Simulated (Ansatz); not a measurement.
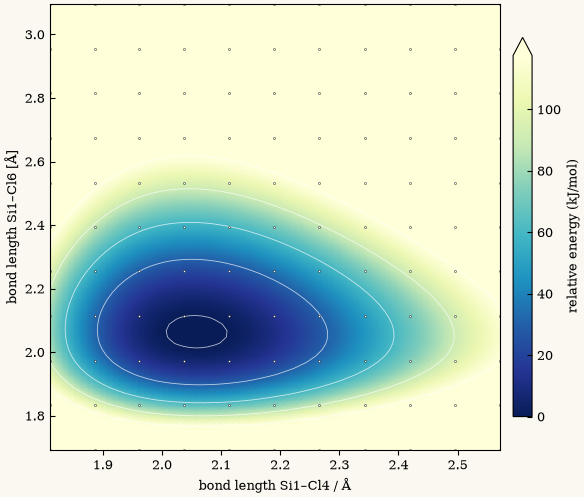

Si(SH)Cl3. Coordinates scanned: (1) bond length Si1–Cl4; (2) bond length Si1–Cl6. Nothing is relaxed (all other coordinates rigid). The grid has 11 × 11 points. Points are written as (first, second). Energies are in kJ/mol, from the lowest grid point. The reference is spin-restricted, which grows unreliable where a bond is stretched far. Computed with RKS PBE-D4/def2-SVP (Ansatz).

In the figure: a smooth colour map with a few white contour lines, dots at the grid points, one colour for all values above the top of the scale. Between grid points the surface is interpolated.

Where is the minimum, and how stiff is the well along each coordinate?

The interpolated minimum is at bond length Si1–Cl4 ≈ 2.057 Å, bond length Si1–Cl6 ≈ 2.064 Å. The curvatures there are about 19 eV/Å² and 18 eV/Å², with a cross term of about 0.7 eV/Å². Round the minimum the contours are nearly round: the two directions are equally stiff and uncoupled. (1 eV is 96.5 kJ/mol.)
